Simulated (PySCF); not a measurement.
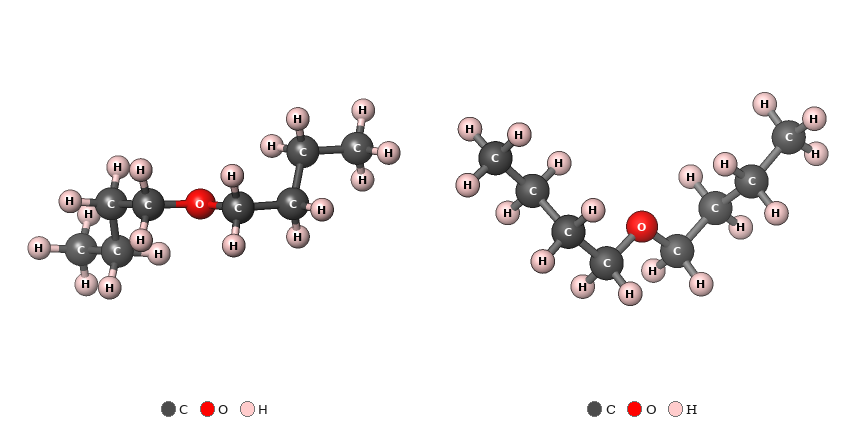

The same structure drawn twice, from different directions.

The computed structure is the end point of a PBE0-D3(BJ)/def2-SVP optimisation. No frequency run is at hand to confirm it as a minimum.

Describe the molecule.

The molecule is C₈H₁₈O. SMILES: `CCCCOCCCC`. It has no ring. Among its groups: ether. This geometry has C2 symmetry. Coordination: 8 C tetrahedral; 1 O bent.

More results for the same structure follow; atom numbers are the same in all pictures, views and colours differ.

## Shape

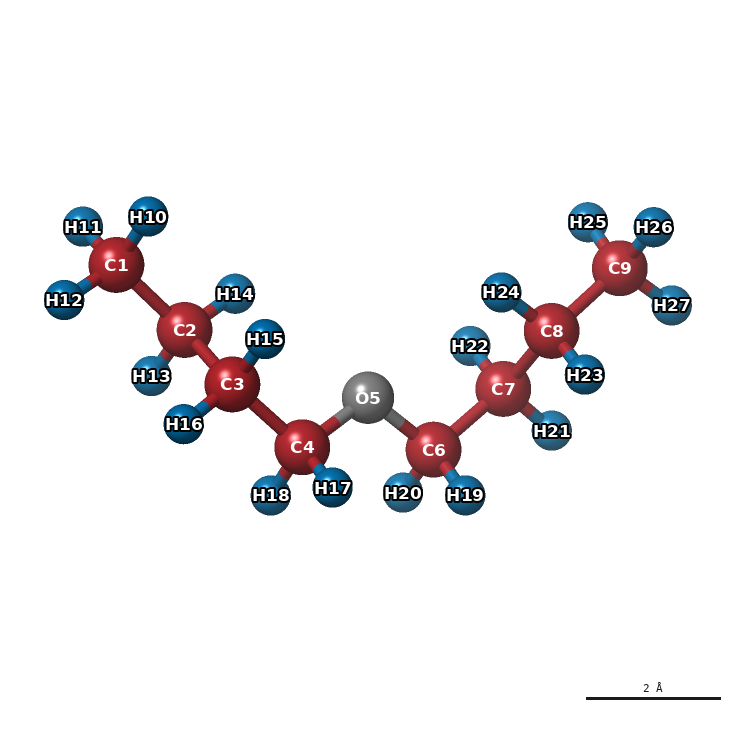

Numbered structure. No frequency run is at hand to confirm it as a minimum.

What are the angles C1–C2–C3, C1–C2–H13, C2–C1–H10, C2–C1–H12, C2–C3–H16, C3–C2–H13, C3–C2–H14, C3–C4–O5, C3–C4–H17, C4–C3–H15, C4–O5–C6, O5–C4–H17?

```csv
angle,degrees
C1–C2–C3,113.3
C1–C2–H13,109.8
C2–C1–H10,111.2
C2–C1–H12,111.5
C2–C3–H16,110.2
C3–C2–H13,109.0
C3–C2–H14,108.4
C3–C4–O5,109.3
C3–C4–H17,110.4
C4–C3–H15,108.5
C4–O5–C6,114.1
O5–C4–H17,110.3
```

## Quadrupole coupling

No frequency run is at hand to confirm it as a minimum. Electric field gradients from the ground-state density, PBE0/pcSseg-1 (PySCF 2.14.0), non-relativistic apart from any core potentials.

Give the largest field-gradient component, the quadrupole coupling constant and the asymmetry for 17O at O5 (Q = −25.6 mb), 2H at H10 (Q = 2.86 mb), 2H at H11 (Q = 2.86 mb), 2H at H12 (Q = 2.86 mb), 2H at H13 (Q = 2.86 mb).

```
atom  V_zz (a.u.)  e²qQ/h (MHz)     η
  O5       −1.973         11.87  0.97
 H10        0.290         0.195  0.02
 H11        0.294         0.197  0.02
 H12        0.290         0.195  0.02
 H13        0.283         0.190  0.03
```

## Dipole moment

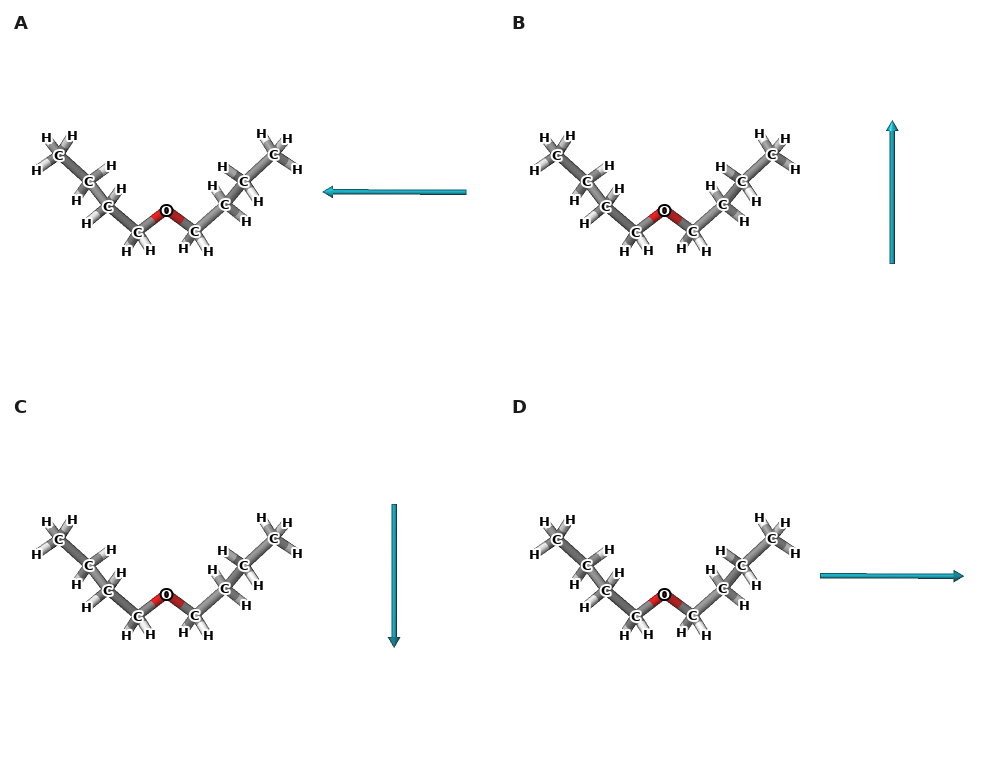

The same molecule four times, each with an arrow. No frequency run is at hand to confirm it as a minimum. Properties computed with PBE0/pcSseg-1, gas phase (PySCF 2.14.0).

**Which arrow points along the dipole moment, from the negative to the positive end?**

C. The dipole moment is 1.02 D.

## NMR shielding

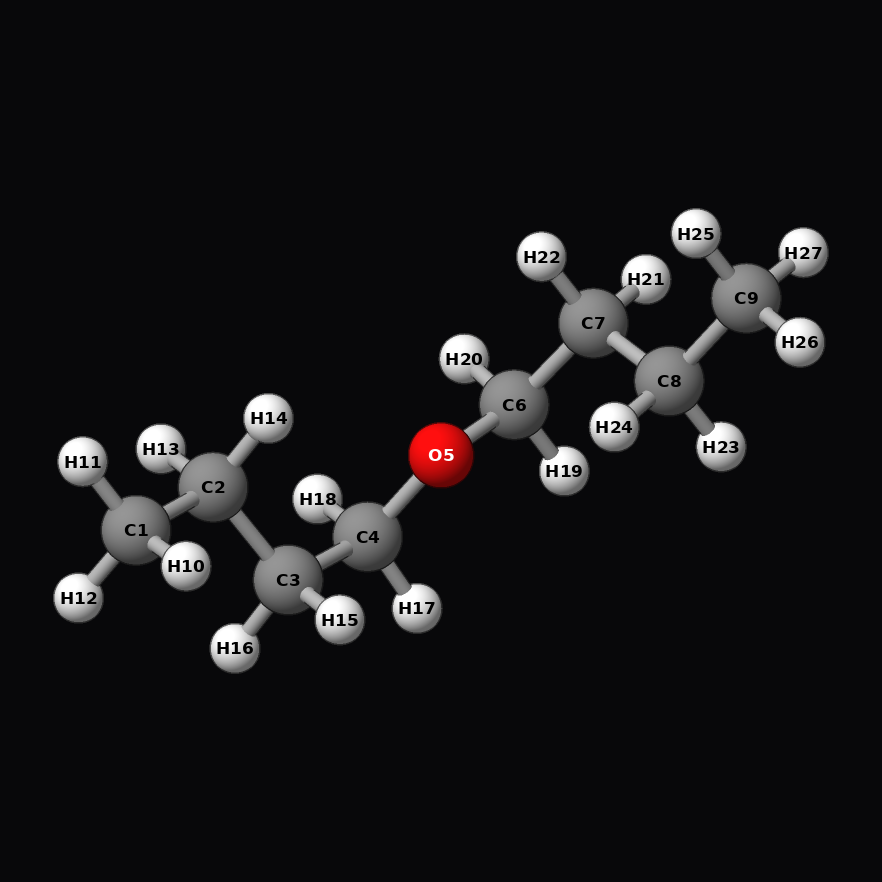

No frequency run is at hand to confirm it as a minimum. Method: GIAO PBE0/pcSseg-1 NMR shielding, non-relativistic, gas phase (PySCF 2.14.0). Principal shieldings σ11 ≤ σ22 ≤ σ33, span Ω = σ33 − σ11, skew κ = 3(σiso − σ22)/Ω.

**Which C atom has the most anisotropic shielding?**

C4, C6, with a span of 70 ppm.

Give the shielding tensors of the C atoms.

```tsv
atom	σ11	σ22	σ33	σiso	Ω	κ
C1, C9	157.2	160.9	185.9	168.0	28.7	0.74
C2, C8	146.4	166.8	170.1	161.1	23.7	−0.72
C3, C7	135.0	146.5	165.3	148.9	30.4	0.24
C4, C6	84.6	96.3	154.1	111.7	69.5	0.66
```

Shieldings and span in ppm.

## Excitation

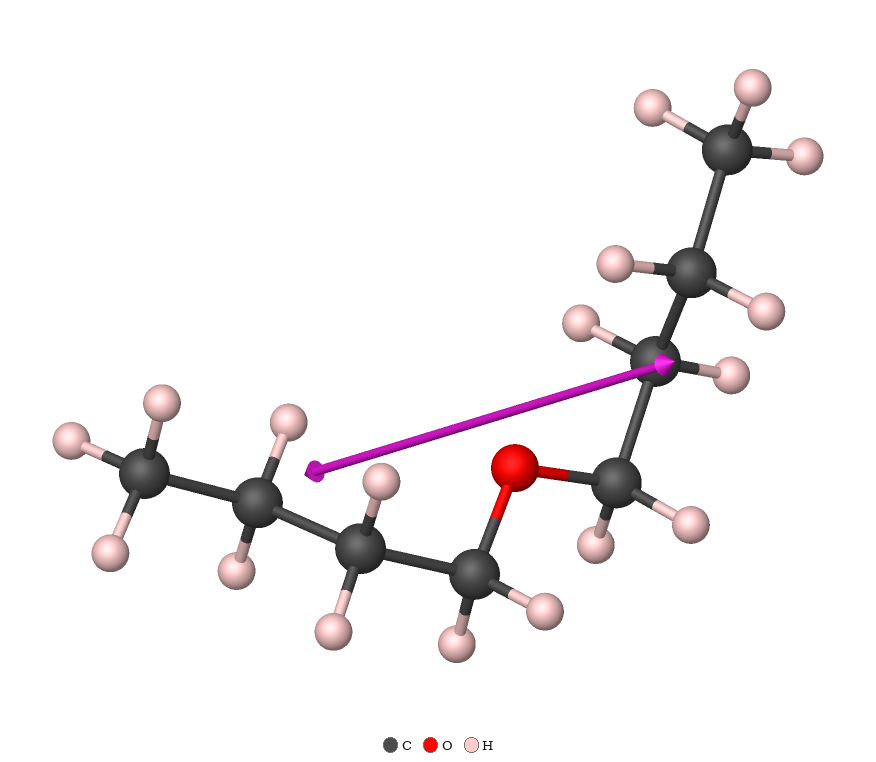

The double arrow shows the direction of the transition dipole to excited singlet state 1 (its length means nothing). No frequency run is at hand to confirm it as a minimum. Method: TDDFT CAM-B3LYP/def2-SVPD, vertical, gas phase, core orbitals frozen in the response (PySCF 2.14.0).

**Give its energy, strength and character.**

7.21 eV (172 nm), oscillator strength 0.037, mainly HOMO → LUMO (weight 0.69); transition dipole 1.17 D.
